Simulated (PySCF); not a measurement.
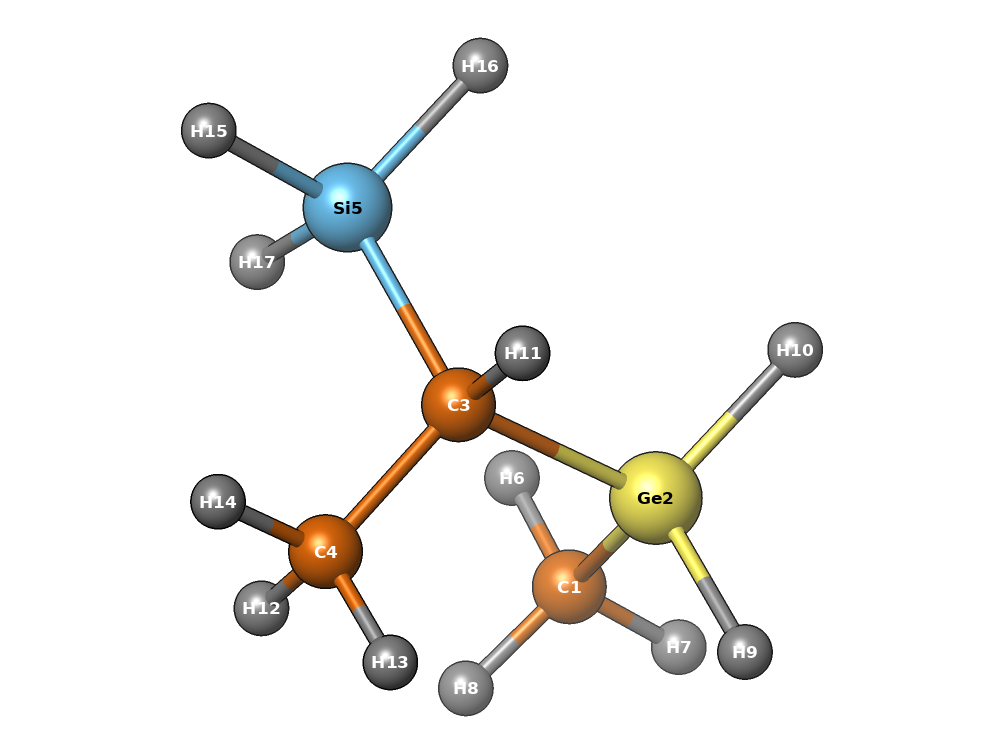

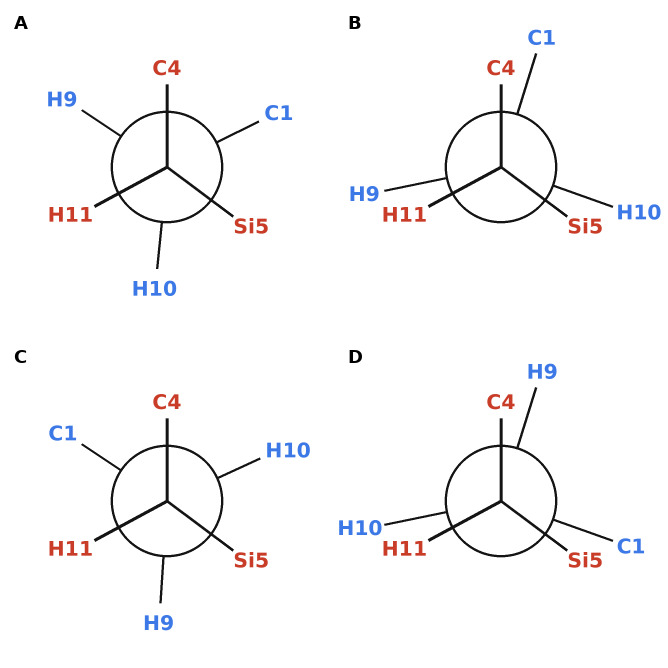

Distant atoms are faded towards the background colour. Bonds that would overlap in a projection are set slightly apart. The geometry was computed by an optimisation with PBE0-D3(BJ)/def2-SVP. No frequency run is at hand to confirm it as a minimum.

Which Newman projection shows the view along C3–Ge2, with C3 in front?

Answer. A. The torsion angle Si5–C3–Ge2–C1 is −63°, synclinal (gauche).
